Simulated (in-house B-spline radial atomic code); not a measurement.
**Ta⁶⁺: excited configurations**

Aim: the energies of several excited configurations of Ta⁶⁺ above a reference configuration, each from its own self-consistent run.

The numbers are computed with in-house B-spline radial atomic code version 1 (scalar-relativistic (spin-free one-electron X2C) PBE0, spin-polarised, spherical density, exact exchange averaged over the configuration, Fermi nucleus, basis-set limit), except any that are marked as measured or tabulated.

## 1. The atom as given

| Quantity | Value |
| --- | --- |
| element | tantalum (Z = 73) |
| charge | +6 |
| electrons | 67 |
| configuration | [Xe] 4f13 |
| Hamiltonian | scalar-relativistic (X2C) |
| nucleus | Fermi, rms radius 5.351 fm |

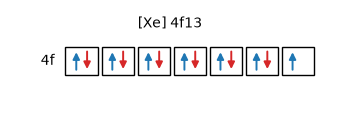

The shells outside the core, filled by Hund's rule for the drawing.

Where spins are not typed, each open shell is filled with up spins first.

Settings, as recorded:

```ini
Z = 73
electrons = 67.0
configuration = [Xe] 4f13
hamiltonian = x2c
method = pbe0
spin_polarised = True
nucleus = fermi
rms_radius = 5.3507
mass_number = 181
atomic_mass = 180.947998528
speed_of_light = 137.035999084
exact_exchange = averaged over the configuration
```

This reference run was done before. Its total energy is -15596.866644 hartree, and its levels are (the highest eight at most):

```
orbital  occupation  energy (eV)  <r> (bohr)
  4d up           5      -316.12      0.5208
4d down           5      -314.54      0.5210
  5s up           1      -154.77       1.065
5s down           1      -154.31       1.067
  5p up           3      -117.33       1.205
5p down           3      -116.99       1.208
  4f up           7      -113.56      0.6071
4f down           6      -112.41      0.6091
```

## 2. Configuration [Kr] 4d9 4f13 5s2 5p6 5f1

Changes to the settings of step 1:

```diff
@@ -2,3 +2,3 @@
 electrons = 67.0
-configuration = [Xe] 4f13
+configuration = [Kr] 4d9 4f13 5s2 5p6 5f1
 hamiltonian = x2c
```

On the command line:

```console
python run_scf.py task.json out
```

One command runs all members of the session, one after another, from task.json.

The program writes no log. Results of the run, from its result record (rounded, main fields):

```text
status: converged
iterations: 10
energy [hartree]: {"total": -15586.5871008, "kinetic": 17507.6185548, "nuclear": -38646.8035758, "coulomb": 5868.38321266, "exact_exchange": -77.345943353, "xc": -238.439349053}
orbitals [hartree, bohr; first row names the columns]:
  - ["name", "occ", "eps", "<r>"]
  - ["1s up", 1.0, -2477.2487, 0.017868]
  - ["1s down", 1.0, -2477.2482, 0.017868]
  - ["2s up", 1.0, -430.26106, 0.078154]
  - ["2s down", 1.0, -430.22722, 0.078152]
  - ["2p up", 3.0, -378.72905, 0.070019]
  - ["2p down", 3.0, -378.69894, 0.070015]
  - ["3s up", 1.0, -102.21267, 0.20417]
  - ["3s down", 1.0, -102.16904, 0.20412]
  - ["3p up", 3.0, -86.735589, 0.20402]
  - ["3p down", 3.0, -86.68835, 0.20395]
  - ["3d up", 5.0, -68.104313, 0.18553]
  - ["3d down", 5.0, -68.046443, 0.18553]
  - ["4s up", 1.0, -24.232208, 0.45709]
  - ["4s down", 1.0, -24.091509, 0.45722]
  - ["4p up", 3.0, -19.078553, 0.48388]
  - ["4p down", 3.0, -18.929157, 0.48423]
  - ["4d up", 5.0, -12.31202, 0.51697]
  - ["4d down", 4.0, -12.186415, 0.51774]
  - ["4f up", 7.0, -4.8164493, 0.58739]
  - ["4f down", 6.0, -4.7090122, 0.59122]
  - ["5s up", 1.0, -6.0749921, 1.0449]
  - ["5s down", 1.0, -6.0388268, 1.0464]
  - ["5p up", 3.0, -4.6468424, 1.175]
  - ["5p down", 3.0, -4.613572, 1.1756]
  - ["5f up", 1.0, -1.4946374, 2.3809]
sum_r [bohr^k]: {"-1": 547.2123, "1": 31.757, "2": 29.3647}
energy_minus_base [hartree]: 10.2795432
```

Wall time 0.81 s (1 thread, shared host).

energy_minus_base is the energy less that of the reference run.

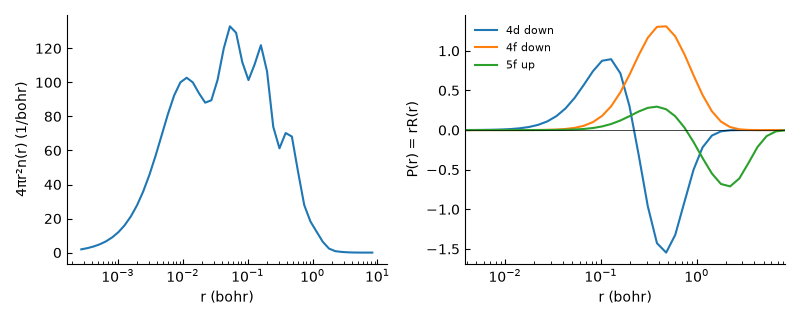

Radial density (left) and the radial functions of 4d down, 4f down, 5f up (right).

Clear maxima of the radial density (full grid of the record): 0.011, 0.053, 0.16, 0.39 bohr.

## 3. Run with [Kr] 4d9 4f13 5s2 5p6 5d1

Changes to the settings of step 2:

```diff
@@ -2,3 +2,3 @@
 electrons = 67.0
-configuration = [Kr] 4d9 4f13 5s2 5p6 5f1
+configuration = [Kr] 4d9 4f13 5s2 5p6 5d1
 hamiltonian = x2c
```

Result record:

```text
status: converged
iterations: 10
energy [hartree]: {"total": -15587.9575711, "kinetic": 17508.9116194, "nuclear": -38662.4658216, "coulomb": 5881.68405049, "exact_exchange": -77.4060847849, "xc": -238.681334618}
orbitals [hartree, bohr; first row names the columns]:
  - ["name", "occ", "eps", "<r>"]
  - ["1s up", 1.0, -2477.0318, 0.017868]
  - ["1s down", 1.0, -2477.0312, 0.017868]
  - ["2s up", 1.0, -430.04634, 0.078155]
  - ["2s down", 1.0, -430.00877, 0.078152]
  - ["2p up", 3.0, -378.51343, 0.07002]
  - ["2p down", 3.0, -378.47996, 0.070016]
  - ["3s up", 1.0, -102.01003, 0.20418]
  - ["3s down", 1.0, -101.96679, 0.20413]
  - ["3p up", 3.0, -86.532818, 0.20402]
  - ["3p down", 3.0, -86.485844, 0.20395]
  - ["3d up", 5.0, -67.900718, 0.18554]
  - ["3d down", 5.0, -67.84143, 0.18554]
  - ["4s up", 1.0, -24.033401, 0.45708]
  - ["4s down", 1.0, -23.890605, 0.45722]
  - ["4p up", 3.0, -18.879624, 0.48389]
  - ["4p down", 3.0, -18.728038, 0.48423]
  - ["4d up", 5.0, -12.114113, 0.51706]
  - ["4d down", 4.0, -11.985076, 0.51775]
  - ["4f up", 7.0, -4.6210091, 0.58944]
  - ["4f down", 6.0, -4.5100982, 0.59227]
  - ["5s up", 1.0, -5.9144042, 1.0505]
  - ["5s down", 1.0, -5.8522824, 1.0512]
  - ["5p up", 3.0, -4.5046103, 1.184]
  - ["5p down", 3.0, -4.4404251, 1.1853]
  - ["5d up", 1.0, -2.7906883, 1.4943]
sum_r [bohr^k]: {"-1": 547.4266, "1": 30.95841, "2": 25.70009}
energy_minus_base [hartree]: 8.90907293
```

Run time: 0.76 s. Hardware: 1 thread, shared host.

## 4. Run with [Kr] 4d10 4f13 5s2 5p5 5f1

Changes to the settings of step 3:

```diff
@@ -2,3 +2,3 @@
 electrons = 67.0
-configuration = [Kr] 4d9 4f13 5s2 5p6 5d1
+configuration = [Kr] 4d10 4f13 5s2 5p5 5f1
 hamiltonian = x2c
```

Result record:

```text
status: converged
iterations: 10
energy [hartree]: {"total": -15593.9374786, "kinetic": 17514.3318901, "nuclear": -38685.9562331, "coulomb": 5894.52728228, "exact_exchange": -77.7811196715, "xc": -239.059298209}
orbitals [hartree, bohr; first row names the columns]:
  - ["name", "occ", "eps", "<r>"]
  - ["1s up", 1.0, -2476.6965, 0.017868]
  - ["1s down", 1.0, -2476.6913, 0.017868]
  - ["2s up", 1.0, -429.67627, 0.078157]
  - ["2s down", 1.0, -429.67278, 0.078157]
  - ["2p up", 3.0, -378.14376, 0.070021]
  - ["2p down", 3.0, -378.13833, 0.070021]
  - ["3s up", 1.0, -101.73119, 0.20421]
  - ["3s down", 1.0, -101.70027, 0.20418]
  - ["3p up", 3.0, -86.252368, 0.20406]
  - ["3p down", 3.0, -86.218803, 0.20402]
  - ["3d up", 5.0, -67.601628, 0.18561]
  - ["3d down", 5.0, -67.572745, 0.18555]
  - ["4s up", 1.0, -23.811911, 0.45821]
  - ["4s down", 1.0, -23.750304, 0.45827]
  - ["4p up", 3.0, -18.673872, 0.48567]
  - ["4p down", 3.0, -18.610269, 0.48587]
  - ["4d up", 5.0, -11.926989, 0.5207]
  - ["4d down", 5.0, -11.858887, 0.52061]
  - ["4f up", 7.0, -4.478757, 0.60443]
  - ["4f down", 6.0, -4.4207861, 0.60382]
  - ["5s up", 1.0, -5.9658026, 1.0575]
  - ["5s down", 1.0, -5.8663547, 1.0567]
  - ["5p up", 3.0, -4.5687144, 1.1907]
  - ["5p down", 2.0, -4.4915599, 1.191]
  - ["5f up", 1.0, -1.4831695, 2.4133]
sum_r [bohr^k]: {"-1": 547.7473, "1": 31.47385, "2": 28.94158}
energy_minus_base [hartree]: 2.92916537
```

It took 0.76 s on 1 thread, shared host.

## 5. Run with [Kr] 4d9 4f13 5s2 5p6 6d1

Changes to the settings of step 4:

```diff
@@ -2,3 +2,3 @@
 electrons = 67.0
-configuration = [Kr] 4d10 4f13 5s2 5p5 5f1
+configuration = [Kr] 4d9 4f13 5s2 5p6 6d1
 hamiltonian = x2c
```

Result record:

```text
status: converged
iterations: 10
energy [hartree]: {"total": -15586.5214532, "kinetic": 17507.596722, "nuclear": -38640.8443453, "coulomb": 5862.45896085, "exact_exchange": -77.3445661967, "xc": -238.388224617}
orbitals [hartree, bohr; first row names the columns]:
  - ["name", "occ", "eps", "<r>"]
  - ["1s up", 1.0, -2477.3307, 0.017868]
  - ["1s down", 1.0, -2477.33, 0.017868]
  - ["2s up", 1.0, -430.34669, 0.078155]
  - ["2s down", 1.0, -430.31172, 0.078152]
  - ["2p up", 3.0, -378.81411, 0.070019]
  - ["2p down", 3.0, -378.78293, 0.070016]
  - ["3s up", 1.0, -102.30378, 0.20417]
  - ["3s down", 1.0, -102.26116, 0.20412]
  - ["3p up", 3.0, -86.826572, 0.20402]
  - ["3p down", 3.0, -86.780338, 0.20395]
  - ["3d up", 5.0, -68.194914, 0.18553]
  - ["3d down", 5.0, -68.137505, 0.18553]
  - ["4s up", 1.0, -24.322272, 0.45707]
  - ["4s down", 1.0, -24.181991, 0.4572]
  - ["4p up", 3.0, -19.168302, 0.48386]
  - ["4p down", 3.0, -19.019191, 0.4842]
  - ["4d up", 5.0, -12.401645, 0.51695]
  - ["4d down", 4.0, -12.276032, 0.51769]
  - ["4f up", 7.0, -4.9054981, 0.58717]
  - ["4f down", 6.0, -4.7990317, 0.59105]
  - ["5s up", 1.0, -6.1636169, 1.043]
  - ["5s down", 1.0, -6.128118, 1.0462]
  - ["5p up", 3.0, -4.7303254, 1.1703]
  - ["5p down", 3.0, -4.7024882, 1.1745]
  - ["6d up", 1.0, -1.4715743, 3.1035]
sum_r [bohr^k]: {"-1": 547.1307, "1": 32.45711, "2": 33.5957}
energy_minus_base [hartree]: 10.3451908
```

Run time: 0.78 s. Hardware: 1 thread, shared host.

## 6. Run with [Kr] 4d10 4f13 5s2 5p5 6s1

Changes to the settings of step 5:

```diff
@@ -2,3 +2,3 @@
 electrons = 67.0
-configuration = [Kr] 4d9 4f13 5s2 5p6 6d1
+configuration = [Kr] 4d10 4f13 5s2 5p5 6s1
 hamiltonian = x2c
```

Result record:

```text
status: converged
iterations: 10
energy [hartree]: {"total": -15594.7962047, "kinetic": 17515.5840686, "nuclear": -38690.0310109, "coulomb": 5896.58049594, "exact_exchange": -77.8381756833, "xc": -239.091582727}
orbitals [hartree, bohr; first row names the columns]:
  - ["name", "occ", "eps", "<r>"]
  - ["1s up", 1.0, -2476.6523, 0.017868]
  - ["1s down", 1.0, -2476.6445, 0.017868]
  - ["2s up", 1.0, -429.64168, 0.078158]
  - ["2s down", 1.0, -429.63638, 0.078157]
  - ["2p up", 3.0, -378.10765, 0.070022]
  - ["2p down", 3.0, -378.10116, 0.070022]
  - ["3s up", 1.0, -101.70402, 0.20421]
  - ["3s down", 1.0, -101.67248, 0.20418]
  - ["3p up", 3.0, -86.224064, 0.20406]
  - ["3p down", 3.0, -86.190887, 0.20403]
  - ["3d up", 5.0, -67.572568, 0.18561]
  - ["3d down", 5.0, -67.544214, 0.18556]
  - ["4s up", 1.0, -23.784333, 0.45816]
  - ["4s down", 1.0, -23.720736, 0.45824]
  - ["4p up", 3.0, -18.644416, 0.48569]
  - ["4p down", 3.0, -18.580178, 0.48583]
  - ["4d up", 5.0, -11.897169, 0.52075]
  - ["4d down", 5.0, -11.828495, 0.52057]
  - ["4f up", 7.0, -4.4492997, 0.60472]
  - ["4f down", 6.0, -4.3913752, 0.60399]
  - ["5s up", 1.0, -5.9456927, 1.0565]
  - ["5s down", 1.0, -5.8399821, 1.0575]
  - ["5p up", 3.0, -4.5451505, 1.1925]
  - ["5p down", 2.0, -4.4676069, 1.1924]
  - ["6s up", 1.0, -2.3354737, 2.2196]
sum_r [bohr^k]: {"-1": 547.8056, "1": 31.29117, "2": 27.84656}
energy_minus_base [hartree]: 2.07043929
```

Run time: 0.73 s. Hardware: 1 thread, shared host.

## 7. [Kr] 4d10 4f13 5s2 5p5 6p1

Changes to the settings of step 6:

```diff
@@ -2,3 +2,3 @@
 electrons = 67.0
-configuration = [Kr] 4d10 4f13 5s2 5p5 6s1
+configuration = [Kr] 4d10 4f13 5s2 5p5 6p1
 hamiltonian = x2c
```

Result record:

```text
status: converged
iterations: 10
energy [hartree]: {"total": -15594.3955865, "kinetic": 17514.926959, "nuclear": -38685.9618827, "coulomb": 5893.47443109, "exact_exchange": -77.7833975107, "xc": -239.051696354}
orbitals [hartree, bohr; first row names the columns]:
  - ["name", "occ", "eps", "<r>"]
  - ["1s up", 1.0, -2476.6988, 0.017868]
  - ["1s down", 1.0, -2476.6922, 0.017868]
  - ["2s up", 1.0, -429.68714, 0.078158]
  - ["2s down", 1.0, -429.68296, 0.078157]
  - ["2p up", 3.0, -378.15397, 0.070022]
  - ["2p down", 3.0, -378.1473, 0.070022]
  - ["3s up", 1.0, -101.74928, 0.20421]
  - ["3s down", 1.0, -101.71894, 0.20418]
  - ["3p up", 3.0, -86.270457, 0.20406]
  - ["3p down", 3.0, -86.237255, 0.20403]
  - ["3d up", 5.0, -67.618915, 0.18561]
  - ["3d down", 5.0, -67.590629, 0.18556]
  - ["4s up", 1.0, -23.829032, 0.45819]
  - ["4s down", 1.0, -23.767275, 0.45824]
  - ["4p up", 3.0, -18.690819, 0.48565]
  - ["4p down", 3.0, -18.626699, 0.48583]
  - ["4d up", 5.0, -11.943211, 0.52073]
  - ["4d down", 5.0, -11.874965, 0.52056]
  - ["4f up", 7.0, -4.4949856, 0.60442]
  - ["4f down", 6.0, -4.4375288, 0.60381]
  - ["5s up", 1.0, -5.9858196, 1.0562]
  - ["5s down", 1.0, -5.8842503, 1.057]
  - ["5p up", 3.0, -4.5858732, 1.1889]
  - ["5p down", 2.0, -4.5105592, 1.1912]
  - ["6p up", 1.0, -1.9535438, 2.5203]
sum_r [bohr^k]: {"-1": 547.7473, "1": 31.57459, "2": 29.38052}
energy_minus_base [hartree]: 2.47105749
```

It took 0.8 s on 1 thread, shared host.

## 8. All configurations in order

| net move | configuration | 2|M_S|+1 | energy above the reference (eV) | largest <r> (bohr) |
| --- | --- | --- | --- | --- |
| 5p → 6s | [Kr] 4d10 4f13 5s2 5p5 6s1 | 4 | 56.340 | 2.22 |
| 5p → 6p | [Kr] 4d10 4f13 5s2 5p5 6p1 | 4 | 67.241 | 2.52 |
| 5p → 5f | [Kr] 4d10 4f13 5s2 5p5 5f1 | 4 | 79.707 | 2.41 |
| 4d → 5d | [Kr] 4d9 4f13 5s2 5p6 5d1 | 4 | 242.43 | 1.49 |
| 4d → 5f | [Kr] 4d9 4f13 5s2 5p6 5f1 | 4 | 279.72 | 2.38 |
| 4d → 6d | [Kr] 4d9 4f13 5s2 5p6 6d1 | 4 | 281.51 | 3.10 |

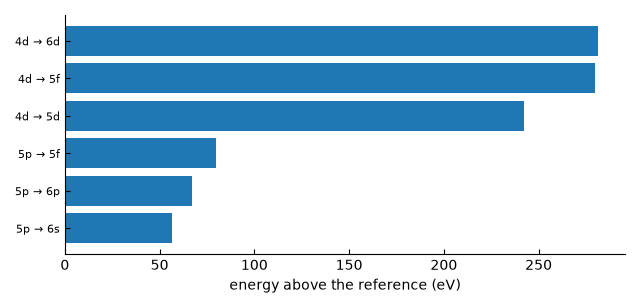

Energy of each configuration above the reference.

The lowest of them is 5p → 6s at 56.340 eV and the highest 4d → 6d at 281.51 eV. 3 of them lie more than 60 % above minus the reference's highest level (112.41 eV), in the range where a state can decay by emitting an electron. The reference has 2|M_S|+1 = 2; 6 of the configurations differ from it in spin. These are spherical averages at the typed spins, not spectroscopic levels.
